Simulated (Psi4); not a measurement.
# C3H7F (SMILES CC(C)F): HF/STO-3G

What is the energy change on altering one bond length of C3H7F at HF/STO-3G? 

Program for the calculation: Psi4 1.11.

5 further runs of the same task are left out: 4 that didn't finish, 1 set aside as unsound or not needed.

## (1) The molecule

The species is C3H7F (11 atoms), meant as a singlet with charge 0. As SMILES, `CC(C)F`. The shape is that of a PBE0-D4/def2-TZVP optimisation.

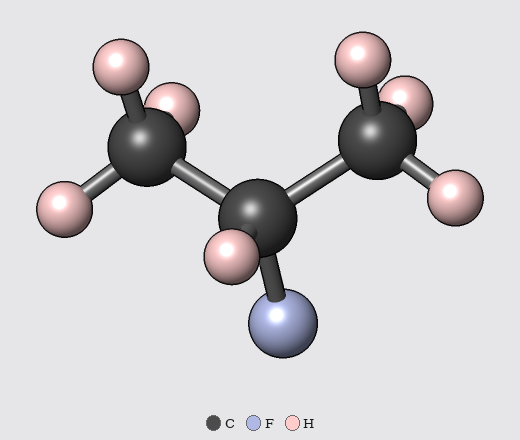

The structure, seen from a chosen angle (carbon dark grey, fluorine light blue, hydrogen pink).

## (2) The energy at HF/STO-3G

c3h7f.dat reads:

```
memory 1600 MB

molecule {
  0 1
  C     -0.44314078     1.97495277    -1.32847747
  C     -0.90631265    -0.57939003    -0.15363473
  C      1.18372444    -1.44790816     1.57735440
  F     -1.16048081    -2.34779574    -2.09457244
  H     -1.96890565     2.46306903    -2.62671931
  H     -0.34128454     3.42815216     0.13417055
  H      1.33735918     1.97268510    -2.37349601
  H     -2.71478055    -0.58052387     0.85736874
  H      2.98293269    -1.49042699     0.56578400
  H      0.78858271    -3.33857914     2.29904080
  H      1.36589404    -0.16176056     3.18192085
  units bohr
  symmetry c1
}

set {
  basis         STO-3G
  reference     rhf
  puream        true
  e_convergence 1e-09
  d_convergence 1e-08
  scf_type      pk
}

energy('hf')
```

Command:

```
$ psi4 c3h7f.dat c3h7f.out -n 1
```

c3h7f.out:

```text
[...]
  Running in c1 symmetry.
[...]
  Nuclear repulsion =  133.058599243021121
[...]
  Multiplicity = 1
[...]
  Nalpha       = 17
  Nbeta        = 17
[...]
    Number of basis functions: 27
[...]
   @RHF iter   1:  -214.27034069329727   -3.17247e+00   1.04211e-02 ADIIS/DIIS
[...]
   @RHF iter  10:  -214.33449355625174   -1.98952e-13   1.96947e-09 DIIS
[...]
    Orbital Energies [Eh]
    ---------------------
    Doubly Occupied:
       1A    -25.896117     2A    -11.112224     3A    -11.044427
       4A    -11.044357     5A     -1.465781     6A     -1.017061
       7A     -0.909990     8A     -0.760989     9A     -0.623967
      10A     -0.580310    11A     -0.572499    12A     -0.518417
      13A     -0.499350    14A     -0.485789    15A     -0.462841
      16A     -0.393826    17A     -0.392959
[...]
  @RHF Final Energy:  -214.33449355625174
   => Energetics <=
    Nuclear Repulsion Energy =            133.0585992430211206
    One-Electron Energy =                -559.2243779876563394
    Two-Electron Energy =                 211.8312851883834469
    Total Energy =                       -214.3344935562517435
[...]
 Multipole Moments:
 ------------------------------------------------------------------------------------
     Multipole            Electronic (a.u.)      Nuclear  (a.u.)        Total (a.u.)
 ------------------------------------------------------------------------------------
 L = 1.  Multiply by 2.5417464519 to convert [e a0] to [Debye]
 Dipole X            :         -2.2957016            2.3802645            0.0845629
 Dipole Y            :         -4.0245274            4.3660588            0.3415314
 Dipole Z            :         -3.4552652            3.8102795            0.3550142
 Magnitude           :                                                    0.4998297
[...]
```

Run time: 1.6 s. Hardware: 1 thread of Intel Xeon Platinum 8488C (Sapphire Rapids), shared host; peak memory 0.18 GiB.

## (3) The distorted shape: energy and gradient at HF/STO-3G

run.py reads:

```python
import psi4

psi4.set_memory('1600 MB')
psi4.set_num_threads(1)
psi4.set_output_file('psi4.out', False)

geom = psi4.geometry("""
0 1
C     -0.71026112     1.97529292    -1.17169823
C     -1.17343300    -0.57904988     0.00314450
C      0.91660410    -1.44756801     1.73413363
F     -1.42760116    -2.34745559    -1.93779320
H     -2.23602600     2.46340918    -2.46994008
H     -0.60840488     3.42849231     0.29094979
H      1.33735918     1.97268510    -2.37349601
H     -2.98190090    -0.58018371     1.01414798
H      2.71581234    -1.49008684     0.72256324
H      0.52146237    -3.33823899     2.45582004
H      1.09877370    -0.16142041     3.33870009
units bohr
symmetry c1
no_reorient
no_com
""")

psi4.set_options({
    'basis': 'STO-3G',
    'puream': True,
    'e_convergence': 1e-09,
    'd_convergence': 1e-08,
    'scf_type': 'pk',
})

e, wfn = psi4.gradient("scf", return_wfn=True)
psi4.oeprop(wfn, "DIPOLE", "WIBERG_LOWDIN_INDICES", "QUADRUPOLE")
print('gradient / Eh bohr^-1')
print(e.np.round(6))
print(f'energy = {wfn.energy():.10f} Eh')
```

Command:

```
$ python run.py
```

psi4.out, shortened:

```text
[...]
  Running in c1 symmetry.
[...]
  Nuclear repulsion =  132.459215818418869
[...]
  Multiplicity = 1
[...]
  Nalpha       = 17
  Nbeta        = 17
[...]
    Number of basis functions: 27
[...]
   @RHF iter   1:  -214.25028392809014   -3.25729e+00   1.04747e-02 ADIIS/DIIS
[...]
   @RHF iter  10:  -214.31516286258730   -5.68434e-14   3.65489e-09 DIIS
[...]
    Orbital Energies [Eh]
    ---------------------
    Doubly Occupied:
       1A    -25.896327     2A    -11.112512     3A    -11.049013
       4A    -11.044373     5A     -1.465748     6A     -1.013372
       7A     -0.902239     8A     -0.754162     9A     -0.621528
      10A     -0.579439    11A     -0.569574    12A     -0.508656
      13A     -0.486511    14A     -0.477661    15A     -0.457476
      16A     -0.393584    17A     -0.390898
[...]
  @RHF Final Energy:  -214.31516286258730
   => Energetics <=
    Nuclear Repulsion Energy =            132.4592158184188690
    One-Electron Energy =                -558.1026131274508089
    Two-Electron Energy =                 211.3282344464446112
    Total Energy =                       -214.3151628625873002
[...]
  -Total Gradient:
     Atom            X                  Y                   Z
    ------   -----------------  -----------------  -----------------
       1       -0.088373334912    -0.034623959837     0.055552657179
       2        0.026011922127     0.030806284777     0.021096616604
       3       -0.026980223296     0.005078254896    -0.026343060832
       4       -0.000105756853     0.001700853296     0.001732090466
       5       -0.004480274907     0.001137898539    -0.000357431810
       6       -0.002344015498     0.001941602824     0.004836839197
       7        0.091327098888    -0.000892086660    -0.052884005410
       8        0.001212556909    -0.005462261832    -0.006385187481
       9        0.005188413037     0.000406207286    -0.003447965205
      10       -0.000961604404    -0.004469354423     0.002004168494
      11       -0.000494781090     0.004376561134     0.004195278798
[...]
```

Standard output:

```text
gradient / Eh bohr^-1
[[-0.088373 -0.034624  0.055553]
 [ 0.026012  0.030806  0.021097]
 [-0.02698   0.005078 -0.026343]
 [-0.000106  0.001701  0.001732]
 [-0.00448   0.001138 -0.000357]
 [-0.002344  0.001942  0.004837]
 [ 0.091327 -0.000892 -0.052884]
 [ 0.001213 -0.005462 -0.006385]
 [ 0.005188  0.000406 -0.003448]
 [-0.000962 -0.004469  0.002004]
 [-0.000495  0.004377  0.004195]]
energy = -214.3151628626 Eh
```

Wall time 1.7 s (1 thread of Intel Xeon Platinum 8488C (Sapphire Rapids), shared host); peak memory 0.18 GiB.

## (4) What came out

At HF/STO-3G:

| quantity | value |
| --- | --- |
| first shape: total energy | -214.33449 Eh |
| first shape: dipole moment | 1.27 D |
| first shape: HOMO energy | -10.69 eV |
| first shape: LUMO energy | 14.69 eV |
| first shape: HOMO–LUMO gap | 25.38 eV |
| distorted shape: total energy | -214.31516 Eh |
| distorted shape: dipole moment | 1.28 D |
| distorted shape: HOMO energy | -10.64 eV |
| distorted shape: LUMO energy | 14.16 eV |
| distorted shape: HOMO–LUMO gap | 24.80 eV |
| distorted shape: largest force on an atom | 5.655 eV/Å |
| energy change with the C1–H7 bond stretched from 1.092 to 1.256 Å | 0.526 eV |

What this shows: With the C1–H7 bond stretched from 1.092 to 1.256 Å the energy rises by 0.53 eV (12.1 kcal/mol). The first shape isn't relaxed at this level, so the change isn't measured from a minimum. The minimal basis adds a large error of its own.
